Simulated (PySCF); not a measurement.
BrH2Sb.

Computed with PySCF, B3LYP/def2-SVP, geometry: GFN2-xTB. Core potentials replace the inner electrons of Sb; spin–orbit coupling isn't included. No frequency check shows the geometry to be a minimum. GFN2-xTB bond lengths at metals and heavier atoms can be off by up to 0.1 Å and shapes distorted, which carries into these values. Without diffuse functions Rydberg states are missing, so the states' numbers hold for this basis only.

Coordinates in Å:

```
Sb1     -0.9919    0.0465    0.0013
H2      -1.0065   -1.1480   -1.2152
H3      -1.0039   -1.2131    1.1525
Br4      1.5028   -0.0004   -0.0001
```

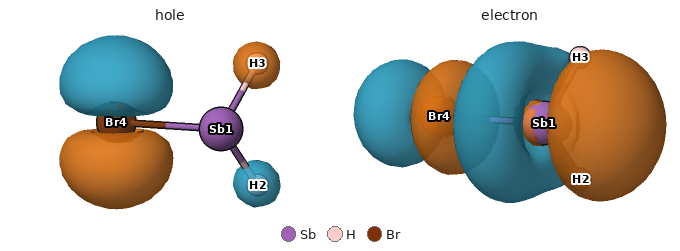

Leading natural transition orbital pair of T₂ (TDA triplet states); the surfaces enclose about 78 % of each orbital's density.

Question: Give its energy and the atoms that hole and electron lie on.

Answer: 4.21 eV (295 nm), spin-forbidden from the singlet ground state, partly diffuse acceptor orbital, which a basis without diffuse functions describes poorly; the leading pair carries 100 %; hole on Br4 (84 %) and Sb1 (8 %), electron on Sb1 (63 %) and Br4 (31 %) (atom shares of so diffuse an orbital are rough); their centroids lie 1.7 Å apart. In canonical orbitals it is mainly HOMO−1 → LUMO (99 %). The HOMO–LUMO gap is 5.27 eV.

Run time: 38 s on 1 thread of Intel(R) Xeon(R) Processor @ 2.70GHz (shared host), peak memory 0.38 GiB.
